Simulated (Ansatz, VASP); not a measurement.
**GaAs: VASP beside Ansatz**

Aim: how closely do two programs agree when they are given the same cell, functional and k mesh? Valence electrons are named where the data sets of a main pair hold unlike numbers.

Method: plane waves, with VASP 6.6.1 beside it; band structure at r2SCAN and single point at r2SCAN, in Ansatz 0.2.0.

### Step 1. The starting structure

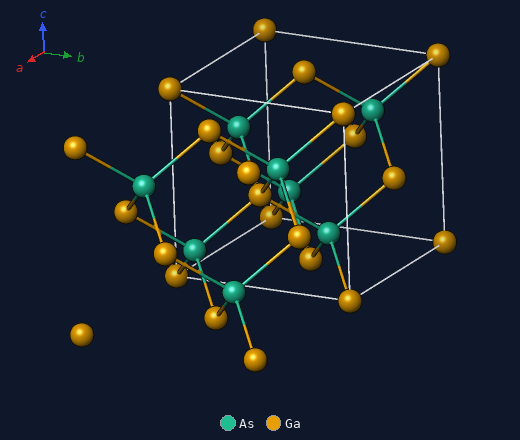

Start, viewed slightly off an axis; arsenic teal, gallium orange. 2×1×1 cells are drawn. This picture shows the conventional cell, with its axes. Bonds to atoms that aren't drawn are left out. Some periodic images of atoms are drawn too.

Coordinates:

```cif
data_structure
_symmetry_space_group_name_H-M 'P 1'
_symmetry_Int_Tables_number 1
_cell_length_a 3.9978
_cell_length_b 3.9978
_cell_length_c 3.9978
_cell_angle_alpha 60.000
_cell_angle_beta 60.000
_cell_angle_gamma 60.000
_cell_volume 45.18
loop_
_atom_site_label
_atom_site_type_symbol
_atom_site_fract_x
_atom_site_fract_y
_atom_site_fract_z
_atom_site_occupancy
As1 As 0.75000 0.75000 0.75000 1
Ga2 Ga 0.00000 0.00000 0.00000 1
```

### Step 2. Ansatz: band structure, r2SCAN

Ansatz runs on its default PAW (the set named soft_2) files.

The same path points are solved in both programs, so levels can be compared one by one.

input.yaml reads:

```yaml
crystal:
  lattice:
    - [0.0, 2.82685, 2.82685]
    - [2.82685, 0.0, 2.82685]
    - [2.82685, 2.82685, 0.0]
  atoms:
    - { symbol: As, position: [0.75, 0.75, 0.75] }
    - { symbol: Ga, position: [0.0, 0.0, 0.0] }
hamiltonian:
  xc: r2scan
  pseudopotentials: { kind: paw }
kpoints:
  mp_grid: { grid: [6, 6, 6] }
  band_path:
    path:
      - [0.0, 0.0, 0.0]
      - [0.18182, 0.0, 0.18182]
      - [0.36364, 0.0, 0.36364]
      - [0.5, 0.0, 0.5]
      - [0.5, 0.09091, 0.59091]
      - [0.5, 0.18182, 0.68182]
      - [0.5, 0.25, 0.75]
      - [0.45455, 0.29545, 0.75]
      - [0.40909, 0.34091, 0.75]
      - [0.375, 0.375, 0.75]
      - [0.20455, 0.20455, 0.40909]
      - [0.06818, 0.06818, 0.13636]
      - [0.04545, 0.04545, 0.04545]
      - [0.22727, 0.22727, 0.22727]
      - [0.40909, 0.40909, 0.40909]
      - [0.51136, 0.47727, 0.51136]
      - [0.55682, 0.38636, 0.55682]
      - [0.60227, 0.29545, 0.60227]
      - [0.61364, 0.25, 0.63636]
      - [0.56818, 0.25, 0.68182]
      - [0.51136, 0.25, 0.73864]
      - [0.5, 0.29545, 0.70455]
      - [0.5, 0.38636, 0.61364]
      - [0.5, 0.47727, 0.52273]
      - [0.47727, 0.47727, 0.54545]
      - [0.43182, 0.43182, 0.63636]
      - [0.38636, 0.38636, 0.72727]
      - [0.60227, 0.20455, 0.60227]
      - [0.55682, 0.11364, 0.55682]
      - [0.5, 0.0, 0.5]
    npoints: 1
scf:
  occupations: { method: gaussian, width: 0.01 }
  n_extra_bands: 7
output:
  forces: true
  stress: true
  eigenvalues: true
```

Started as:

```bash
$ ansatz run input.yaml --threads 2 --pin off --max-ram 4608MiB --backend cpu --events-out ev --progress --plain --runs-dir out
```

Numbers of over 12 decimals in the logs are rounded to 6 here.

The log of the run:

```text
scf.n_extra_bands = 7 over 14 filled bands (N_el = 28.0): the run solves 21 bands
Engine: ansatz 0.2.0, aarch64-unknown-linux-gnu
Pseudopotentials: kind: paw
Pseudopotential: As, paw, valence charge 15, recommended cutoff 500 eV (meta_gga), As.paw.azcp
Pseudopotential: Ga, paw, valence charge 13, recommended cutoff 500 eV (meta_gga), Ga.paw.azcp
Functional definition: r2SCAN
  parameter k0 = 0.174
  parameter k1 = 0.065
  parameter a1 = 4.9479
  exchange = r2scan_x(k0 = k0, k1 = k1, a1 = a1)
  correlation = r2scan_c
Crystal: 2 atoms, lattice volume = 45.179 Å³
Basis set: ecut = 500 eV, 1139 PW (Γ), exchange–correlation on 120×120×120 points (64 copies of the dense FFT grid, shifted against one another)
Bands: 21, of which v1, the nominal top of the filled ones, is band 14 counted from 1 (13 counted from 0)
Symmetry: 24 space group operations
Space group: F-43m (ITA 216), of the structure as read, at distance tolerance 3.6e-5 Å
k-points: 16 of 216 (time reversal used)
Non-local potential: As, projectors of the file, l = 0: 2, l = 1: 2, l = 2: 3, l = 3: 1
Non-local potential: Ga, projectors of the file, l = 0: 2, l = 1: 2, l = 2: 3, l = 3: 1
PAW form: soft (Blöchl's): semilocal exchange-correlation on the pseudo side does not see the compensation charge
PAW frozen core: As, regenerated for the run's functional (the file was generated under x = pbe(κ = 0.804, μ = 0.219515), c = pbe(β = 0.066725))
PAW frozen core: Ga, regenerated for the run's functional (the file was generated under x = pbe(κ = 0.804, μ = 0.219515), c = pbe(β = 0.066725))
PAW one-centre angular grid: As, 590 points (default); XC on 160 Gauss nodes
PAW one-centre angular grid: Ga, 590 points (default); XC on 160 Gauss nodes
Initial density: superposition of atomic densities (neutral atoms: chi_scale 0, normalization atom), corrected by the library's trained network
Initial wavefunctions: pseudopotential atomic-orbital guess
Functional: x = r2scan, c = r2scan; τ floored in thin density (d = 2e-4 eV/Å³)
SCF iter   1: F=—  HF=-8655.726754 eV  |F-HF|=—  |Δ(HF+E_count)|=         —  Δρ=8.21e-3  dr2=1.12e-2  dr2_τ=4.55e-3  ethr=1.77e-3  ⟨swp⟩=6.1  Hψ=1628  notcnv=0
preconditioner: auto → none  [insulator: Δε(μ)=0.949 eV  Ē_g=18.986 eV  σ=0.010 eV  W_gap=1.00  n_scr=14 (ndim 8)  ℏωp=23.4 eV  f_vac=0.090  D(μ)=0.00/eV (n_scr^D=0)  ε∞_Penn≈2.5]
SCF iter   2: F=—  HF=-8655.737163 eV  |F-HF|=—  |Δ(HF+E_count)|=   1.04e-2  Δρ=1.75e-3  dr2=1.44e-3  dr2_τ=3.78e-5  ethr=4.01e-5  ⟨swp⟩=2.9  Hψ=806  notcnv=0  defer=40
SCF iter   3: F=—  HF=-8655.736803 eV  |F-HF|=—  |Δ(HF+E_count)|=   3.59e-4  Δρ=1.60e-3  dr2=4.12e-4  dr2_τ=3.86e-6  ethr=5.14e-6  ⟨swp⟩=2.1  Hψ=513  notcnv=0  defer=40
SCF iter   4: F=—  HF=-8655.737009 eV  |F-HF|=—  |Δ(HF+E_count)|=   2.06e-4  Δρ=3.18e-4  dr2=2.99e-5  dr2_τ=5.63e-7  ethr=1.47e-6  ⟨swp⟩=2.8  Hψ=579  notcnv=0  defer=40
SCF iter   5: F=—  HF=-8655.737002 eV  |F-HF|=—  |Δ(HF+E_count)|=   7.54e-6  Δρ=4.90e-5  dr2=1.23e-6  dr2_τ=1.06e-8  ethr=1.07e-7  ⟨swp⟩=2.0  Hψ=526  notcnv=0  defer=40
SCF iter   6: F=-8655.737001 eV  HF=-8655.737001 eV  |F-HF|=2.27e-8  |Δ(HF+E_count)|=   4.32e-7  Δρ=1.22e-5  dr2=7.80e-8  dr2_τ=1.82e-9  ethr=3.57e-10  ⟨swp⟩=7.0  Hψ=1729  notcnv=0
SCF 1 converged in 6 iterations: F = -8655.737001 eV  dr2 = 7.80e-8
  greatest PAW one-centre occupation: 0.999 electrons in one spin orbital (limit 2), on the As atom at site 0 (counted from 0), in its partial waves of l = 2
NSCF: frozen V_eff on 30 k-points
SCF converged after 6 iterations
Free energy (F): -8655.737001 eV
Harris-Foulkes:  -8655.737001 eV  (|F-HF|=2.27e-8)
Internal energy: -8655.737001 eV  (E = F + TS)
E sigma→0 (E₀):  -8655.737001 eV
Fermi energy:    8.451326 eV
--- Per-component energies (eV) ---
  E_band       = -330.920751
  E_kinetic    = 218.671810
  E_local      = -3919.477543  (includes V_loc(G=0)·N_el)
  E_nonlocal   = -242.824976
  E_hartree    = 1977.472155
  E_xc         = -136.632550
  E_vxc        = -143.941388  (∫ρ·V_xc dr)
  E_paw        = -3852.107593  (= ΣΔE_a)
  E_vpaw       = -205.794696  (= ΣTr[D̂ρ^β])
  E_aug_tail   = -0.000041  (compensation charges beyond the density's cutoff)
  E_vtau       = 7.508184  (kinetic-family band-sum trace: ∫τ·v_τ [+ j·A + Jᵃ·Aᵃ] dr)
  E_ewald      = -2698.727786
  E_core_change = -2.110478  (= ΣΔE_core)
  E_smearing   = -0.000000  (= −TS)
  E_closure    = -0.000000  (closes the sum)
  Σ components = -8655.737001   (vs F -8655.737001, Δ=0.00e0)
--- Forces (eV/Å), atoms counted from 1 ---
  atom   1  As     0.00000000    -0.00000000    -0.00000000
  atom   2  Ga    -0.00000000     0.00000000     0.00000000
  max |Σ_I F_I| component: 2.04e-16 eV/Å
--- Stress (GPa, compression-positive) ---
        0.495773       0.000000      -0.000000
       -0.000000       0.495773       0.000000
       -0.000000       0.000000       0.495773
  P = ⅓ Tr σ = 0.4958 GPa (4.958 kbar)
--- Band table (eV; the first three rows and the last of 16) ---
  k-point 0: bands = [... 10 lower, -5.2641, 7.9438, 7.9438, 7.9438, 8.9587, 11.9901, 11.9901, 11.9901, ... 3 higher]
  k-point 1: bands = [... 10 lower, -4.9262, 5.2519, 7.5519, 7.5519, 9.9696, 12.5595, 12.5595, 13.0529, ... 3 higher]
  k-point 2: bands = [... 10 lower, -4.0572, 2.4522, 6.9835, 6.9835, 9.5369, 12.9988, 12.9988, 15.7433, ... 3 higher]
  k-point 15: bands = [... 10 lower, -2.5903, 1.0982, 4.4949, 4.6496, 11.5587, 11.7496, 15.5940, 15.8847, ... 3 higher]
```

The job ended after 5.6 s (2 threads of Arm Neoverse N1, shared host; peak memory 0.4 GiB).

### Step 3. VASP: band structure, r2SCAN

The same cell, functional, mesh and smearing now go to VASP, with its own data sets.

Lines of VASP's logs that name or quote its potential files are left out, and so is its time.

INCAR reads:

```
SYSTEM = GaAs
PREC = Accurate
ENCUT = 430
EDIFF = 1E-08
NELM = 100
ISMEAR = 0
SIGMA = 0.01
LREAL = .FALSE.
ALGO = Normal
METAGGA = R2SCAN
LASPH = .TRUE.
NBANDS = 15
LORBIT = 11
LWAVE = .TRUE.
LCHARG = .FALSE.
KPAR = 8
```

POSCAR reads:

```
GaAs
1.0
    0.0000000000      2.8268500000      2.8268500000
    2.8268500000      0.0000000000      2.8268500000
    2.8268500000      2.8268500000      0.0000000000
As Ga
1 1
Direct
    0.7500000000      0.7500000000      0.7500000000
    0.0000000000      0.0000000000      0.0000000000
```

KPOINTS reads:

```
Automatic mesh
0
Gamma
6 6 6
0 0 0
```

KPOINTS_OPT reads:

```
Line mode
12
Line-mode
Reciprocal
  0.00000000   0.00000000   0.00000000 GAMMA
  0.50000000   0.00000000   0.50000000 X

  0.50000000   0.00000000   0.50000000 X
  0.50000000   0.25000000   0.75000000 W

  0.50000000   0.25000000   0.75000000 W
  0.37500000   0.37500000   0.75000000 K

  0.37500000   0.37500000   0.75000000 K
  0.00000000   0.00000000   0.00000000 GAMMA

  0.00000000   0.00000000   0.00000000 GAMMA
  0.50000000   0.50000000   0.50000000 L

  0.50000000   0.50000000   0.50000000 L
  0.62500000   0.25000000   0.62500000 U

  0.62500000   0.25000000   0.62500000 U
  0.50000000   0.25000000   0.75000000 W

  0.50000000   0.25000000   0.75000000 W
  0.50000000   0.50000000   0.50000000 L

  0.50000000   0.50000000   0.50000000 L
  0.37500000   0.37500000   0.75000000 K

  0.62500000   0.25000000   0.62500000 U
  0.50000000   0.00000000   0.50000000 X
```

Potentials, in the order of the species: As_GW and Ga_d_GW (PBE family, release 64).

Started as:

```bash
$ mpirun -np 8 vasp_std
```

The log of the run:

```text
[banner, memory and clock lines left out]
running    8 mpi-ranks, on    1 nodes
 distrk:  each k-point on    1 cores,    8 groups
 distr:  one band on    1 cores,    1 groups

 POSCAR found type information on POSCAR AsGa
 POSCAR found :  2 types and       2 ions
|                                                                             |
|           W    W    AA    RRRRR   N    N  II  N    N   GGGG   !!!           |
|           W    W   A  A   R    R  NN   N  II  NN   N  G    G  !!!           |
|           W    W  A    A  R    R  N N  N  II  N N  N  G       !!!           |
|           W WW W  AAAAAA  RRRRR   N  N N  II  N  N N  G  GGG   !            |
|           WW  WW  A    A  R   R   N   NN  II  N   NN  G    G                |
|           W    W  A    A  R    R  N    N  II  N    N   GGGG   !!!           |
|                                                                             |
|     For optimal performance we recommend to set                             |
|       NCORE = 2 up to number-of-cores-per-socket                            |
|     NCORE specifies how many cores store one orbital (NPAR=cpu/NCORE).      |
|     This setting can greatly improve the performance of VASP for DFT.       |
|     The default, NCORE=1 might be grossly inefficient on modern             |
|     multi-core architectures or massively parallel machines. Do your        |
|     Unfortunately you need to use the default for GW and RPA                |
|     calculations (for HF NCORE is supported but not extensively tested      |
|     yet).                                                                   |
|                                                                             |

|                                                                             |
|               ----> ADVICE to this user running VASP <----                  |
|                                                                             |
|     You enforced a specific xc type in the INCAR file but a different       |
|     [... a line on the potential file left out ...]
|     I HOPE YOU KNOW WHAT YOU ARE DOING!                                     |
|                                                                             |

 LDA part: xc-table for (None), standard interpolation
 POSCAR, INCAR and KPOINTS ok, starting setup
 FFT: planning ... GRIDC
 FFT: planning ... GRID_SOFT
 FFT: planning ... GRID
 WAVECAR not read
 entering main loop
       N       E                     dE             d eps       ncg     rms          rms(c)
DAV:   1     0.972002260865E+02    0.97200E+02   -0.96530E+03   512   0.136E+03
DAV:   2    -0.231491627493E+02   -0.12035E+03   -0.11699E+03   543   0.307E+02
DAV:   3    -0.292792023925E+02   -0.61300E+01   -0.60886E+01   620   0.670E+01
DAV:   4    -0.294797044271E+02   -0.20050E+00   -0.20045E+00   662   0.142E+01
DAV:   5    -0.294819786311E+02   -0.22742E-02   -0.22742E-02   642   0.115E+00    0.424E+00
DAV:   6    -0.270864287100E+02    0.23955E+01   -0.86398E-01   606   0.230E+01    0.256E+00
DAV:   7    -0.270636552516E+02    0.22773E-01   -0.25109E-01   627   0.101E+01    0.917E-01
DAV:   8    -0.270655211790E+02   -0.18659E-02   -0.15744E-02   804   0.207E+00    0.297E-01
DAV:   9    -0.270652410498E+02    0.28013E-03   -0.13791E-02   613   0.278E+00    0.813E-02
DAV:  10    -0.270648917079E+02    0.34934E-03   -0.22696E-03   662   0.122E+00    0.171E-02
DAV:  11    -0.270649152036E+02   -0.23496E-04   -0.94370E-05   710   0.157E-01    0.140E-02
DAV:  12    -0.270648983107E+02    0.16893E-04   -0.85508E-05   669   0.235E-01    0.409E-03
DAV:  13    -0.270648993272E+02   -0.10165E-05   -0.73079E-06   634   0.725E-02    0.734E-04
DAV:  14    -0.270648991232E+02    0.20397E-06   -0.15864E-07   693   0.909E-03    0.236E-04
DAV:  15    -0.270648990234E+02    0.99786E-07   -0.27560E-08   522   0.390E-03    0.725E-05
DAV:  16    -0.270648989973E+02    0.26159E-07   -0.26166E-09   380   0.110E-03    0.320E-05
DAV:  17    -0.270648989842E+02    0.13073E-07   -0.99651E-10   338   0.732E-04    0.191E-05
DAV:  18    -0.270648989859E+02   -0.16980E-08   -0.20665E-10   345   0.236E-04
   1 F= -.27064899E+02 E0= -.27064899E+02  d E =-.859176E-57
 Start KPOINTS_OPT (optional k-point list driver)
k-point batch [1-16\120]
       N       E                     dE             ncg
DAV:   1     0.164384001622E+02   -0.60080E+04      528
DAV:   2    -0.192377897236E+04   -0.19402E+04      501
DAV:   3    -0.203303162109E+04   -0.10925E+03      669
DAV:   4    -0.203669353058E+04   -0.36619E+01      612
DAV:   5    -0.203677616668E+04   -0.82636E-01      729
DAV:   6    -0.203677727073E+04   -0.11041E-02      646
DAV:   7    -0.203677729419E+04   -0.23454E-04      722
DAV:   8    -0.203677729454E+04   -0.35471E-06      652
DAV:   9    -0.203677729455E+04   -0.66455E-08      609
[...]
k-point batch [113-120\120]
       N       E                     dE             ncg
DAV:   1     0.492609917182E+04   -0.48450E+04      264
DAV:   2     0.395865887976E+04   -0.96744E+03      261
DAV:   3     0.390474301907E+04   -0.53916E+02      324
DAV:   4     0.390284167511E+04   -0.19013E+01      353
DAV:   5     0.390282410335E+04   -0.17572E-01      310
DAV:   6     0.390282355591E+04   -0.54744E-03      353
DAV:   7     0.390282355125E+04   -0.46513E-05      317
DAV:   8     0.390282355112E+04   -0.13556E-06      395
DAV:   9     0.390282355112E+04   -0.14079E-08      260
 writing wavefunctions
```

From OUTCAR (step 3):

```text
ion  position               nearest neighbor table
   1  0.750  0.750  0.750-   2 2.45   2 2.45   2 2.45   2 2.45
   2  0.000  0.000  0.000-   1 2.45   1 2.45   1 2.45   1 2.45

  LATTYP: Found a face centered cubic cell.
 ALAT       =     5.6537000000

 Subroutine GETGRP returns: Found 24 space group operations
 (whereof 24 operations were pure point group operations)

The static configuration has the point symmetry T_d .

 Found     16 irreducible k-points:

   k-points           NKPTS =     16   k-points in BZ     NKDIM =     16   number of bands    NBANDS=     15

   dimension x,y,z NGX =    28 NGY =   28 NGZ =   28
   dimension x,y,z NGXF=    56 NGYF=   56 NGZF=   56

   ENCUT  =  430.0 eV  31.60 Ry    5.62 a.u.   6.76  6.76  6.76*2*pi/ulx,y,z

   NELECT =      18.0000    total number of electrons

 k-points in reciprocal lattice and weights: Automatic mesh
   0.00000000  0.00000000  0.00000000       0.005
   0.16666667  0.00000000  0.00000000       0.037
   0.33333333  0.00000000  0.00000000       0.037
   0.50000000  0.00000000  0.00000000       0.019
   0.16666667  0.16666667  0.00000000       0.028
   0.33333333  0.16666667  0.00000000       0.111
   0.50000000  0.16666667  0.00000000       0.111
  -0.33333333  0.16666667  0.00000000       0.111
  -0.16666667  0.16666667  0.00000000       0.056
[...]
-0.33333333  0.33333333  0.16666667       0.111
  -0.33333333  0.50000000  0.16666667       0.056

 average (electrostatic) potential at core
       1 -54.9934       2 -71.3169

 E-fermi :   3.7148

 k-point     1 :       0.0000    0.0000    0.0000
  band No.  band energies     occupation
    ...
      5     -11.5334      2.00000
      6      -9.6029      2.00000
      7       3.6044      2.00000
      8       3.6044      2.00000
      9       3.6044      2.00000
     10       4.5914      0.00000
     11       7.6427      0.00000
     12       7.6429      0.00000
     13       7.6429      0.00000
     14      11.8449      0.00000
    ...

 k-point     2 :       0.1667    0.0000    0.0000
  band No.  band energies     occupation
    ...
      5     -11.5333      2.00000
      6      -9.2654      2.00000
      7       0.9074      2.00000
      8       3.2120      2.00000
      9       3.2121      2.00000
     10       5.6119      0.00000
     11       8.2116      0.00000
     12       8.2117      0.00000
     13       8.6985      0.00000
     14      13.1582      0.00000
    ...

 k-point     3 :       0.3333    0.0000    0.0000
  band No.  band energies     occupation
    ...
      5     -11.5315      2.00000
      6      -8.3980      2.00000
      7      -1.8895      2.00000
      8       2.6431      2.00000
      9       2.6432      2.00000
     10       5.1820      0.00000
     11       8.6508      0.00000
     12       8.6510      0.00000
     13      11.3866      0.00000
     14      13.0042      0.00000
    ...

  Total        0.0865095      0.0865095      0.0865095      0.0000000      0.0000000     -0.0000000
  in kB        3.0678622      3.0678622      3.0678622      0.0000000      0.0000000     -0.0000000
  external PRESSURE =       3.0678622 kB  Pullay stress =       0.0000000 kB

  energy-cutoff  :      430.00
  volume of cell :       45.18
      direct lattice vectors                 reciprocal lattice vectors
     0.000000000  2.826850000  2.826850000    -0.176875321  0.176875321  0.176875321
     2.826850000  0.000000000  2.826850000     0.176875321 -0.176875321  0.176875321
     2.826850000  2.826850000  0.000000000     0.176875321  0.176875321 -0.176875321

 POSITION                                       TOTAL-FORCE (eV/Angst)
 -----------------------------------------------------------------------------------
      4.24027      4.24027      4.24027        -0.000000     -0.000000     -0.000000
      0.00000      0.00000      0.00000         0.000000      0.000000      0.000000
 -----------------------------------------------------------------------------------
    total drift:                               -0.000326     -0.000326     -0.000319

  FREE ENERGIE OF THE ION-ELECTRON SYSTEM (eV)
  ---------------------------------------------------
  free  energy   TOTEN  =       -27.0648989859 eV

  energy  without entropy=      -27.0648989859  energy(sigma->0) =      -27.06489899

 total charge
# of ion       s       p       d       tot
------------------------------------------
    1        1.176   1.614   0.032   2.821
    2        0.846   0.801   9.948  11.596
--------------------------------------------------
tot          2.022   2.415   9.980  14.418

[... 3 further parts left out ...]
```

The PAW data sets were made with PBE, which is usual practice but a small mismatch for other functionals.

(Part 1 of 2 ends here.)

[Lines on the potential files, build, host, timing and source positions are cut from VASP's logs without a mark.]

[Logs are printed without paths, hosts, clocks, repeated set-up lines and the standing remarks that a program may print on its own settings, such as how far it seeks lower states.]

[Hosts, paths, dates, database ids (printed as entryN), source tags and the programs' standing remarks are cut or masked in the printed files.]
